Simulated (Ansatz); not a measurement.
# CH8OSi: the cost of one run

The runs use Ansatz 0.2.0, Gaussian basis; PBE0-D4/def2-SVP.

22 further runs of the same task are left out: 22 set aside as unsound or not needed.

## Step 1: The starting structure

The first end: 11 atoms, charge 0, spin multiplicity 1.

Atoms are counted from 1 here; the program's logs count them from 0.

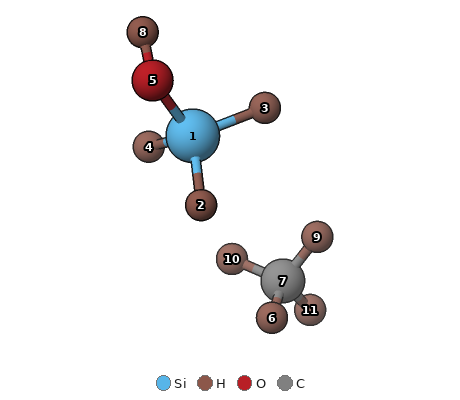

As it starts; silicon blue, hydrogen brown, oxygen red, carbon grey; atoms are numbered from 1 in the order of the file.

Coordinates:

```xyz
11
charge 0, multiplicity 1
Si   -0.02083    1.07475    1.03087
H     0.40362   -0.22992    1.58605
H     0.90484    1.49070   -0.05879
H    -1.38817    0.96167    0.45210
O     0.01576    2.13459    2.29284
H     0.29472   -2.37437   -0.66406
C     0.06323   -1.69471   -1.48363
H    -0.23053    3.04376    2.12016
H     0.84745   -0.94194   -1.56500
H    -0.89432   -1.20910   -1.29449
H     0.00434   -2.25533   -2.41614
```

The second end:

| atom | x (Å) | y (Å) | z (Å) |
| --- | --- | --- | --- |
| Si1 | -0.47113 | 1.01029 | -0.34332 |
| H2 | 1.04562 | -1.43561 | 1.97206 |
| H3 | 0.24393 | 2.15315 | -0.98203 |
| H4 | -1.93047 | 1.31522 | -0.39554 |
| O5 | 0.02369 | 0.82257 | 1.22326 |
| H6 | 1.33009 | -2.11062 | 2.12280 |
| C7 | -0.09369 | -0.58102 | -1.21757 |
| H8 | -0.10035 | 1.55941 | 1.82202 |
| H9 | 0.97662 | -0.79646 | -1.18473 |
| H10 | -0.39947 | -0.52275 | -2.26536 |
| H11 | -0.62475 | -1.41408 | -0.75169 |

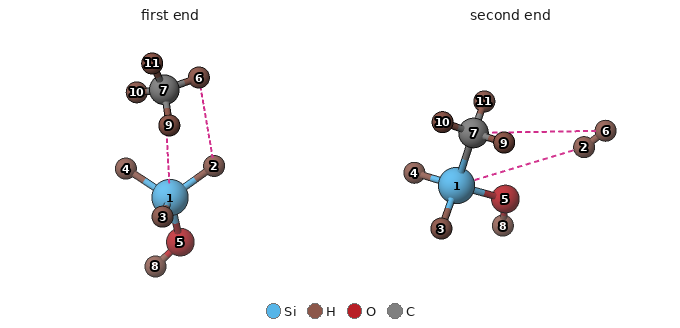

The two ends; dashed lines mark the contacts followed along the path.

## Step 2: The band at PBE0-D4/def2-SVP

The input, neb/in.yaml:

```yaml
crystal:
  periodic: [false, false, false]
  atoms:
    - {symbol: Si, position_ang: [-0.020831, 1.074755, 1.030870]}
    - {symbol: H, position_ang: [0.403615, -0.229919, 1.586048]}
    - {symbol: H, position_ang: [0.904841, 1.490699, -0.058791]}
    - {symbol: H, position_ang: [-1.388172, 0.961668, 0.452099]}
    - {symbol: O, position_ang: [0.015758, 2.134590, 2.292839]}
    - {symbol: H, position_ang: [0.294718, -2.374369, -0.664061]}
    - {symbol: C, position_ang: [0.063235, -1.694713, -1.483632]}
    - {symbol: H, position_ang: [-0.230525, 3.043761, 2.120160]}
    - {symbol: H, position_ang: [0.847447, -0.941936, -1.565005]}
    - {symbol: H, position_ang: [-0.894322, -1.209104, -1.294487]}
    - {symbol: H, position_ang: [0.004337, -2.255332, -2.416142]}
basis:
  gaussian: {orbitals: def2-SVP}
hamiltonian: {xc: pbe0, dispersion: d4}
neb:
  images: 5
  climbing: true
  max_iterations: 40
  initial_path: idpp
  final_atoms:
    - {symbol: Si, position_ang: [-0.471127, 1.010288, -0.343325]}
    - {symbol: H, position_ang: [1.045622, -1.435613, 1.972060]}
    - {symbol: H, position_ang: [0.243929, 2.153151, -0.982026]}
    - {symbol: H, position_ang: [-1.930466, 1.315223, -0.395538]}
    - {symbol: O, position_ang: [0.023686, 0.822571, 1.223261]}
    - {symbol: H, position_ang: [1.330092, -2.110617, 2.122802]}
    - {symbol: C, position_ang: [-0.093688, -0.581023, -1.217574]}
    - {symbol: H, position_ang: [-0.100350, 1.559412, 1.822023]}
    - {symbol: H, position_ang: [0.976621, -0.796455, -1.184729]}
    - {symbol: H, position_ang: [-0.399472, -0.522755, -2.265363]}
    - {symbol: H, position_ang: [-0.624748, -1.414081, -0.751690]}
```

Command:

```bash
$ ansatz run in.yaml --threads 4 --pin off --events-out ev --progress --plain --max-ram 9574MiB
```

**Question.** How long does this run take on 4 threads of Arm Neoverse V2, shared host?

About 2.3 min.
